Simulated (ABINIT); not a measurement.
# Beyond one shot: SnF3 (Fm-3m)

How far does self-consistency move the gap of SnF3 (Fm-3m)?

Main program and level: ABINIT 10.8.3; PBEsol and many-body steps on it, plane waves.

## Step 1: Set-up

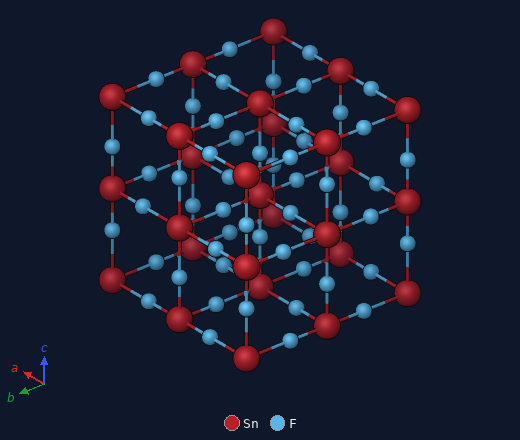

The cell as given, from a free direction (tin red, fluorine blue). This picture shows the conventional cell, with its axes. Some periodic images of atoms are drawn too.

Structure file:

```cif
data_structure
_symmetry_space_group_name_H-M 'Fm-3m'
_symmetry_Int_Tables_number 225
_cell_length_a 8.6980
_cell_length_b 8.6980
_cell_length_c 8.6980
_cell_angle_alpha 90.000
_cell_angle_beta 90.000
_cell_angle_gamma 90.000
_cell_volume 658.04
loop_
_atom_site_label
_atom_site_type_symbol
_atom_site_symmetry_multiplicity
_atom_site_Wyckoff_symbol
_atom_site_fract_x
_atom_site_fract_y
_atom_site_fract_z
_atom_site_occupancy
Sn1 Sn 4 b 0.50000 0.00000 0.00000 1
Sn2 Sn 4 a 0.00000 0.00000 0.00000 1
F1 F 24 e 0.50000 0.22819 0.00000 1
```

The cell and positions are those that the Materials Project relaxed with its own functionals (PBE, PBE+U or r2SCAN), kept fixed.

## Step 2: Empty states on the mesh, 2×2×2 mesh, 213 bands

This step: ABINIT 10.8.3; DFT, PBEsol, plane waves, norm-conserving pseudopotentials.

The sums over transitions need many empty states on a uniform mesh; this step solves for them.

Input file run.abi:

```
acell 3*1.0 Angstrom
rprim 
  -0.000000000000 4.348975944800 4.348975944800
  4.348975944800 0.000000000000 4.348975944800
  4.348975944800 4.348975944800 -0.000000000000
ntypat 2
znucl 50 9
natom 8
typat 1 1 2 2 2 2 2 2
xred 
  0.500000000000 0.500000000000 0.500000000000
  0.000000000000 0.000000000000 -0.000000000000
  0.728190550000 0.271809450000 0.728190550000
  0.271809450000 0.271809450000 0.728190550000
  0.271809450000 0.728190550000 0.271809450000
  0.271809450000 0.728190550000 0.728190550000
  0.728190550000 0.271809450000 0.271809450000
  0.728190550000 0.728190550000 0.271809450000
pp_dirpath "pseudos"
pseudos "Sn.upf, F.upf"
ecut 38
ngkpt 2 2 2
nshiftk 1
shiftk 0 0 0
kptopt 1
chksymbreak 0
iscf -2
irdden 1
istwfk *1
nband 213
nbdbuf 18
tolwfr 1e-09
nstep 60
prtvol 0
indata_prefix "in"
outdata_prefix "out"
tmpdata_prefix "tmp"
```

Run with:

```console
> OMP_NUM_THREADS=2 mpirun -n 3 abinit run.abi > log
```

Numbers of over 12 decimals in the logs are rounded to 6 here.

What it wrote:

```text
.Version 10.8.3 of ABINIT. v10.8.2 released Aug 2026.

 Symmetries : space group Fm -3 m (#225); Bravais cF (face-center cubic)
[... echo of the input left out ...]
== DATASET  1 ==================================================================
-   mpi_nproc: 3, omp_nthreads: 2 (-1 if OMP is not activated)

--- !DatasetInfo
iteration_state: {dtset: 1, }
dimensions: {natom: 8, nkpt: 3, mband: 213, nsppol: 1, nspinor: 1, nspden: 1, mpw: 12434, }
cutoff_energies: {ecut:  38.0, pawecutdg:  -1.0, }
[...]
1.94908    1.97467    1.97467    1.97467    2.01017    2.01017    2.01017    2.03177
   2.03177    2.03177    2.03969    2.03969    2.06695    2.06696    2.06699    2.07692
   2.07695    2.07696    2.09364    2.09377    2.09477
 prteigrs : prtvol=0 or 1, do not print more k-points.

== END DATASET(S) ==============================================================
================================================================================

 -outvars: echo values of variables after computation  --------
            nband         213
             nkpt           3
          spgroup         225
 [... the other variables as echoed above ...]

 Calculation completed.
```

The job ended after 85 s (3 MPI ranks of AMD EPYC 9R14 (Zen 4), shared host; peak memory 0.48 GiB; 6.7 min of CPU time).

This step gave:

```
gap                                                           : 2.831 eV
k of the valence top                                          : 0.5, 0.5, 0
k of the conduction bottom                                    : 0.5, 0, 0
least direct gap                                              : 3.379 eV
k points computed                                             : 3
lowest point of the top converged band, above the valence top : 53.8981 eV
```

On this mesh the gap is 2.831 eV.

The density comes from a self-consistent run that is not shown.

## Step 3: Screening, 2×2×2 mesh, 195 bands, screening to 130.6 eV

The RPA dielectric matrix is built and inverted for each q.

This step: RPA screening on PBEsol, plane waves, norm-conserving pseudopotentials.

Changes to run.abi since step 2:

```diff
@@ -26,10 +26,11 @@
 chksymbreak 0
-iscf -2
-irdden 1
 istwfk *1
-nband 213
-nbdbuf 18
-tolwfr 1e-09
-nstep 60
-prtvol 0
+occopt 1
+irdwfk 1
+optdriver 3
+nband 195
+ecuteps 4.8
+inclvkb 2
+awtr 1
+symchi 1
 indata_prefix "in"
```

Run with:

```console
> OMP_NUM_THREADS=1 mpirun -n 8 abinit run.abi > log
```

What it wrote:

```text
.Version 10.8.3 of ABINIT. v10.8.2 released Aug 2026.

 Symmetries : space group Fm -3 m (#225); Bravais cF (face-center cubic)
[... echo of the input left out ...]
== DATASET  1 ==================================================================
-   mpi_nproc: 8, omp_nthreads: 1 (-1 if OMP is not activated)

--- !DatasetInfo
iteration_state: {dtset: 1, }
dimensions: {natom: 8, nkpt: 3, mband: 195, nsppol: 1, nspinor: 1, nspden: 1, mpw: 12434, }
cutoff_energies: {ecut:  38.0, pawecutdg:  -1.0, }
electrons: {nelect:   8.60000000E+01, charge:   0.00000000E+00, occopt:   1.00000000E+00, tsmear:   1.00000000E-02, }

 SCREENING: Calculation of the susceptibility and dielectric matrices

 Based on a program developped by R.W. Godby, V. Olevano, G. Onida, and L. Reining.
 Incorporated in ABINIT by V. Olevano, G.-M. Rignanese, and M. Torrent.
.Using double precision arithmetic ; gwpc =  8

[... cell and pseudopotentials left out ...]
--------------------------------------------------------------------------------

 ==== K-mesh for the wavefunctions ====
 Number of points in the irreducible wedge :     3
[... list of points left out ...]
 Together with 48 symmetry operations and time-reversal symmetry
 yields     8 points in the full Brillouin Zone.

 ==== Q-mesh for the screening function ====
 Number of points in the irreducible wedge :     3
[... list of points left out ...]
 Together with 48 symmetry operations and time-reversal symmetry
 yields     8 points in the full Brillouin Zone.

 setmesh: FFT mesh size selected  =    45x   45x   45
          total number of points  =        91125

 vcoul_init : cutoff-mode = AUXILIARY_FUNCTION
 q-points for optical limit:   1
     1)      0.000010    0.000020    0.000030

- screening: taking advantage of time-reversal symmetry
- Maximum band index for partially occupied states nbvw = 43
- Remaining bands to be divided among processors   nbcw = 152
- Number of bands treated by each node ~19

 Number of electrons calculated from density =   86.0000; Expected =   86.0000
 average of density, n =  0.077466
 r_s =    1.4552
 omega_plasma =   26.8479 [eV]

 calculating chi0 at frequencies [eV] :
  1    0.000000E+00    0.000000E+00
  2    0.000000E+00    2.684794E+01

--------------------------------------------------------------------------------
  q-point number  1        q = ( 0.000000, 0.000000, 0.000000) [r.l.u.]
--------------------------------------------------------------------------------
[... chi0 elements left out ...]
 For q-point:  0.000010 0.000020 0.000030
  dielectric constant =   2.7792
  dielectric constant without local fields =   3.0676

  Average fulfillment of the sum rule on Im[epsilon] for q-point    1 :     43.21  [%]
[... wings left out ...]
  q-point number  2        q = ( 0.500000, 0.000000, 0.000000) [r.l.u.]
--------------------------------------------------------------------------------
[... chi0 elements left out ...]
  Average fulfillment of the sum rule on Im[epsilon] for q-point    2 :     48.31  [%]

 [... 1 further q-points ...]
```

It took 40 s on 8 MPI ranks; peak memory 4.2 GiB; 5.3 min of CPU time.

This step gave:

* ε∞ with local fields, on this mesh, along the program's q direction: 2.779
* the same without local fields: 3.068
* plasma frequency: 26.85 eV
* plane waves in the screening matrix: 537

Local fields lower ε∞ by 9 %. On a Γ-centred mesh this coarse the value itself is usually too large, while a short band sum pulls it down.

## Step 4: G0W0

The self-energy is evaluated for the states that the input lists, and the levels follow from it, in one-shot runs by the linearised quasiparticle equation.

This step: G0W0 on PBEsol, plane waves, norm-conserving pseudopotentials.

Changes to run.abi since step 3:

```diff
@@ -29,8 +29,19 @@
 irdwfk 1
-optdriver 3
+optdriver 4
 nband 195
+gwcalctyp 0
+ecutsigx 38
+symsigma 1
+nkptgw 3
+kptgw 
+  0.5000000000 0.5000000000 0.0000000000
+  0.5000000000 0.0000000000 0.0000000000
+  0.0000000000 0.0000000000 0.0000000000
+bdgw 
+  42 45
+  42 46
+  40 47
 ecuteps 4.8
-inclvkb 2
-awtr 1
-symchi 1
+irdscr 1
+ppmodel 1
 indata_prefix "in"
```

What it wrote:

```text
.Version 10.8.3 of ABINIT. v10.8.2 released Aug 2026.

 Symmetries : space group Fm -3 m (#225); Bravais cF (face-center cubic)
[... echo of the input left out ...]
== DATASET  1 ==================================================================
-   mpi_nproc: 8, omp_nthreads: 1 (-1 if OMP is not activated)

--- !DatasetInfo
iteration_state: {dtset: 1, }
dimensions: {natom: 8, nkpt: 3, mband: 195, nsppol: 1, nspinor: 1, nspden: 1, mpw: 12434, }
cutoff_energies: {ecut:  38.0, pawecutdg:  -1.0, }
electrons: {nelect:   8.60000000E+01, charge:   0.00000000E+00, occopt:   1.00000000E+00, tsmear:   1.00000000E-02, }

 SIGMA: Calculation of the GW corrections

 Based on a program developped by R.W. Godby, V. Olevano, G. Onida, and L. Reining.
 Incorporated in ABINIT by V. Olevano, G.-M. Rignanese, and M. Torrent.
.Using double precision arithmetic ; gwpc =  8

[... cell and pseudopotentials left out ...]
--------------------------------------------------------------------------------

 ==== K-mesh for the wavefunctions ====
 Number of points in the irreducible wedge :     3
[... list of points left out ...]
 Together with 48 symmetry operations and time-reversal symmetry
 yields     8 points in the full Brillouin Zone.

 ==== Q-mesh for screening function ====
 Number of points in the irreducible wedge :     3
[... list of points left out ...]
 Together with 48 symmetry operations and time-reversal symmetry
 yields     8 points in the full Brillouin Zone.

 vcoul_init : cutoff-mode = AUXILIARY_FUNCTION
 q-points for optical limit:   1
     1)      0.000010    0.000020    0.000030
 setmesh: FFT mesh size selected  =    72x   72x   72
          total number of points  =       373248

 Number of electrons calculated from density =   86.0000; Expected =   86.0000
 average of density, n =  0.077466
 r_s =    1.4552
 omega_plasma =   26.8479 [eV]

 === KS Band Gaps ===
  >>>> For spin  1
   Minimum direct gap =   3.3794 [eV], located at k-point      :   0.5000  0.0000  0.0000
   Fundamental gap    =   2.8313 [eV], Top of valence bands at :   0.5000  0.5000  0.0000
                                       Bottom of conduction at :   0.5000  0.0000  0.0000
 SIGMA fundamental parameters:
 PLASMON POLE MODEL  1
 number of plane-waves for SigmaX                12387
 number of plane-waves for SigmaC and W            537
 number of plane-waves for wavefunctions         12387
 number of bands                                   195
 number of independent spin polarizations            1
 number of spinorial components                      1
 number of k-points in IBZ                           3
 number of q-points in IBZ                           3
 number of symmetry operations                      48
 number of k-points in BZ                            8
 number of q-points in BZ                            8
 number of frequencies for dSigma/dE                 9
 frequency step for dSigma/dE [eV]                0.25
 number of omega for Sigma on real axis              0
 max omega for Sigma on real axis  [eV]           0.00
 zcut for avoiding poles [eV]                     0.10

 EPSILON^-1 parameters (SCR file):
 dimension of the eps^-1 matrix on file            537
 dimension of the eps^-1 matrix used               537
 number of plane-waves for wavefunctions         12387
 number of bands                                   195
 number of q-points in IBZ                           3
 number of frequencies                               2
 number of real frequencies                          1
 number of imag frequencies                          1

 matrix elements of self-energy operator (all in [eV])

 Perturbative Calculation

--- !SelfEnergy_ee
iteration_state: {dtset: 1, }
kpoint     : [   0.500,    0.500,    0.000, ]
spin       : 1
KS_gap     :    4.334
QP_gap     :    7.296
Delta_QP_KS:    2.962
data: !SigmaeeData |
     Band     E0 <VxcDFT>   SigX SigC(E0)      Z dSigC/dE  Sig(E)    E-E0       E
       42  -2.553 -22.525 -30.153   5.750   0.781  -0.280 -23.992  -1.467  -4.020
       43  -0.165 -19.734 -22.495   2.111   0.821  -0.218 -20.268  -0.533  -0.698
       44   4.170 -19.501 -14.261  -2.310   0.829  -0.206 -17.073   2.428   6.598
       45   5.276 -12.422  -8.215  -2.411   0.851  -0.176 -10.895   1.527   6.803

--- !SelfEnergy_ee
iteration_state: {dtset: 1, }
kpoint     : [   0.500,    0.000,    0.000, ]
spin       : 1
KS_gap     :    3.379
QP_gap     :    5.963
Delta_QP_KS:    2.584
data: !SigmaeeData |
     Band     E0 <VxcDFT>   SigX SigC(E0)      Z dSigC/dE  Sig(E)    E-E0       E
       42  -2.661 -22.300 -29.945   5.736   0.781  -0.280 -23.790  -1.491  -4.152
       43  -0.713 -18.312 -21.036   1.910   0.823  -0.215 -18.982  -0.671  -1.383
[...]
--- !SelfEnergy_ee
iteration_state: {dtset: 1, }
kpoint     : [   0.000,    0.000,    0.000, ]
spin       : 1
KS_gap     :    7.440
QP_gap     :   10.401
Delta_QP_KS:    2.961
data: !SigmaeeData |
     Band     E0 <VxcDFT>   SigX SigC(E0)      Z dSigC/dE  Sig(E)    E-E0       E
[...]
45   5.192 -12.018  -7.105  -2.925   0.853  -0.173 -10.323   1.696   6.887
       46   5.192 -12.018  -7.105  -2.925   0.853  -0.173 -10.323   1.696   6.887
       47   5.192 -12.018  -7.105  -2.925   0.853  -0.173 -10.323   1.696   6.887

 New Fermi energy :        7.132755E-02 Ha ,    1.940921E+00 eV

 === QP Band Gaps ===
  >>>> For spin  1
   Minimum direct gap =   5.9629 [eV], located at k-point      :   0.5000  0.0000  0.0000
   Fundamental gap    =   5.2776 [eV], Top of valence bands at :   0.5000  0.5000  0.0000
                                       Bottom of conduction at :   0.5000  0.0000  0.0000

== END DATASET(S) ==============================================================
================================================================================

 -outvars: echo values of variables after computation  --------
           etotal      0.0000000000E+00
            nband         195
             nkpt           3
          spgroup         225
 [... the other variables as echoed above ...]

 Calculation completed.
```

Run time: 26 s. Hardware: 8 MPI ranks; peak memory 3.8 GiB; 3.4 min of CPU time.

Numbers from this step:

```
G0W0 gap on the points computed              : 5.278 eV
starting gap on the mesh                     : 2.831 eV
k of the valence top                         : 0.5, 0.5, 0
k of the conduction bottom                   : 0.5, 0, 0
Z at the valence top                         : 0.821
Z at the conduction bottom                   : 0.847
least direct G0W0 gap on the computed points : 5.963 eV
```

The gap on the mesh goes from 2.83 eV to 5.28 eV, a correction of +2.45 eV.

## Step 5: evGW0, cycle 1

This step: evGW0 on PBEsol, plane waves, norm-conserving pseudopotentials.

Changes to run.abi since step 4:

```diff
@@ -31,3 +31,3 @@
 nband 195
-gwcalctyp 0
+gwcalctyp 10
 ecutsigx 38
@@ -36,9 +36,9 @@
 kptgw 
+  0.0000000000 0.0000000000 0.0000000000
+  0.5000000000 0.0000000000 0.0000000000
   0.5000000000 0.5000000000 0.0000000000
-  0.5000000000 0.0000000000 0.0000000000
-  0.0000000000 0.0000000000 0.0000000000
 bdgw 
-  42 45
-  42 46
-  40 47
+  25 52
+  25 52
+  25 52
 ecuteps 4.8
```

What it wrote:

```text
.Version 10.8.3 of ABINIT. v10.8.2 released Aug 2026.

 Symmetries : space group Fm -3 m (#225); Bravais cF (face-center cubic)
[... echo of the input left out ...]
== DATASET  1 ==================================================================
-   mpi_nproc: 8, omp_nthreads: 1 (-1 if OMP is not activated)

--- !DatasetInfo
iteration_state: {dtset: 1, }
dimensions: {natom: 8, nkpt: 3, mband: 195, nsppol: 1, nspinor: 1, nspden: 1, mpw: 12434, }
cutoff_energies: {ecut:  38.0, pawecutdg:  -1.0, }
electrons: {nelect:   8.60000000E+01, charge:   0.00000000E+00, occopt:   1.00000000E+00, tsmear:   1.00000000E-02, }

 SIGMA: Calculation of the GW corrections

 Based on a program developped by R.W. Godby, V. Olevano, G. Onida, and L. Reining.
 Incorporated in ABINIT by V. Olevano, G.-M. Rignanese, and M. Torrent.
.Using double precision arithmetic ; gwpc =  8

[... cell and pseudopotentials left out ...]
--------------------------------------------------------------------------------

 ==== K-mesh for the wavefunctions ====
 Number of points in the irreducible wedge :     3
[... list of points left out ...]
 Together with 48 symmetry operations and time-reversal symmetry
 yields     8 points in the full Brillouin Zone.

 ==== Q-mesh for screening function ====
 Number of points in the irreducible wedge :     3
[... list of points left out ...]
 Together with 48 symmetry operations and time-reversal symmetry
 yields     8 points in the full Brillouin Zone.

 vcoul_init : cutoff-mode = AUXILIARY_FUNCTION
 q-points for optical limit:   1
     1)      0.000010    0.000020    0.000030
 setmesh: FFT mesh size selected  =    72x   72x   72
          total number of points  =       373248

 Number of electrons calculated from density =   86.0000; Expected =   86.0000
[...]
--- !SelfEnergy_ee
iteration_state: {dtset: 1, }
kpoint     : [   0.500,    0.000,    0.000, ]
spin       : 1
KS_gap     :    3.379
QP_gap     :    5.963
Delta_QP_KS:    2.584
data: !SigmaeeData |
     Band     E_DFT   <VxcDFT>   E(N-1)  <Hhartree>   SigX  SigC[E(N-1)]    Z     dSigC/dE  Sig[E(N)]  DeltaE  E(N)_pert E(N)_diago
[...]
--- !SelfEnergy_ee
iteration_state: {dtset: 1, }
kpoint     : [   0.500,    0.500,    0.000, ]
spin       : 1
KS_gap     :    4.334
QP_gap     :    7.296
Delta_QP_KS:    2.962
data: !SigmaeeData |
     Band     E_DFT   <VxcDFT>   E(N-1)  <Hhartree>   SigX  SigC[E(N-1)]    Z     dSigC/dE  Sig[E(N)]  DeltaE  E(N)_pert E(N)_diago
[...]
51     9.805   -14.518     9.805    24.323    -8.491    -3.254     0.839    -0.192   -12.193     2.325    12.130    12.577
       52     9.955    -6.440     9.955    16.395    -2.544    -2.791     0.881    -0.135    -5.467     0.973    10.928    12.577

 New Fermi energy :        7.554012E-02 Ha ,    2.055551E+00 eV

 === QP Band Gaps ===
  >>>> For spin  1
   Minimum direct gap =   6.4528 [eV], located at k-point      :   0.5000  0.0000  0.0000
   Fundamental gap    =   5.7399 [eV], Top of valence bands at :   0.5000  0.5000  0.0000
                                       Bottom of conduction at :   0.5000  0.0000  0.0000

 writing QP data on file : out_QPS

 Convergence of QP corrections
 >>>>> For spin  1 <<<<<
.  kptgw no:  1; Maximum DeltaE = (  -1.436   0.003) for band index: 26
.  kptgw no:  2; Maximum DeltaE = (   2.431   0.001) for band index: 23
.  kptgw no:  3; Maximum DeltaE = (   1.021   0.001) for band index: 20

== END DATASET(S) ==============================================================
================================================================================

 -outvars: echo values of variables after computation  --------
           etotal      0.0000000000E+00
            nband         195
             nkpt           3
          spgroup         225
 [... the other variables as echoed above ...]

 Calculation completed.
```

Elapsed: 1.7 min, on 8 MPI ranks; peak memory 8.1 GiB; 14 min of CPU time.

This step gave:

* quasiparticle gap on the points computed: 5.739 eV
* gap of the density functional on the mesh: 2.831 eV
* k of the valence top: 0.5, 0.5, 0
* k of the conduction bottom: 0.5, 0, 0
* Z at the valence top: 0.821
* Z at the conduction bottom: 0.847
* least direct quasiparticle gap on the computed points: 6.452 eV

Against G0W0 in ABINIT (2×2×2 mesh, 195 bands, screening to 130.6 eV, Godby-Needs plasmon pole), the gap moves by +0.461 eV. This first cycle still uses the starting levels; it takes the full correction, at all points of the mesh, and its linearised value is 5.278 eV.

(Continued in part 2 of 3.)

[Paths, hosts, dates, memory and timing lines, banners, echoed tables and standing remarks are left out of the program output.]

[Logs are printed without paths, hosts, clocks, repeated set-up lines and the standing remarks that a program may print on its own settings, such as how far it seeks lower states.]

[Runs of the session that timed out or met a known fault of the program may be left out.]

[Hosts, paths, dates, database ids (printed as entryN), source tags and the programs' standing remarks are cut or masked in the printed files.]

[G0W0 gaps are taken among the corrected bands and points alone; a level outside them can change the order at an edge.]

[Where Ansatz stands beside ABINIT at settings called matched, ABINIT's density can come from a denser mesh and the files from another edition; pairs whose starting gaps differed by over 0.03 eV were left out, so agreement reads better than it is.]
